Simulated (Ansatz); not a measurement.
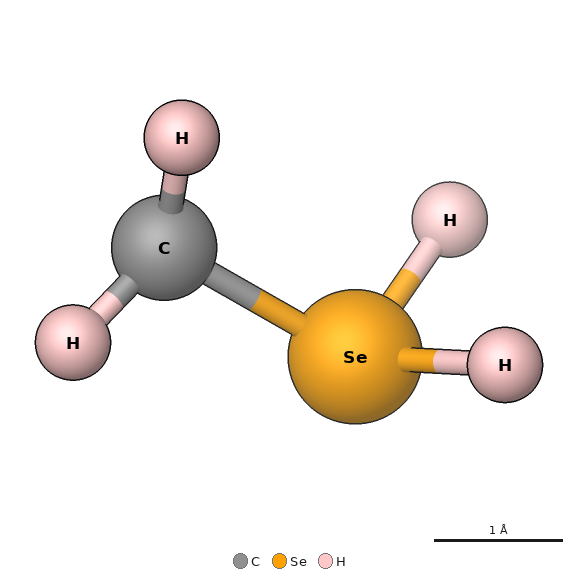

Atoms fade into the background with distance from the viewer. The geometry was computed by an optimisation with PBE0-D4/def2-TZVP. No frequency run is at hand to confirm it as a minimum. Masses are those of the most abundant isotopes; constants are for the rigid equilibrium geometry.

**Classify the rotor and give the rotational constants (GHz).**

An asymmetric top (C1): A = 85.5, B = 11.1, C = 10.8 GHz. Ray's parameter κ is −0.99, close to the prolate limit.
